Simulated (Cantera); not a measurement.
Charge: 1 mol CH₃F, 0.012 mol HCl, a varied amount of H₂, held at 2275 °C and 34000 Pa.

Equilibrium computed with Cantera from the NASA thermochemical tables; the gas is ideal and each condensed phase is pure. Candidate condensed phases: C, C₆H₆, C₇H₈, C₈H₁₈; 118 gas species. Rates play no part.

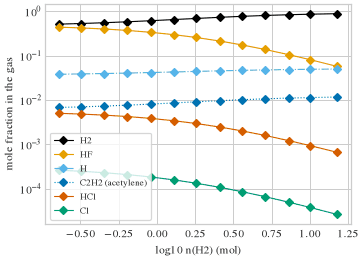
*Equilibrium gas composition (values under 1e-9 drawn at 1e-9)*

Read off the mole fractions at 1.8 mol H₂.

H₂ about 0.69, HF about 0.26, H about 0.044, C₂H₂ (acetylene) about 0.0091, HCl about 0.0029, Cl about 0.00013.
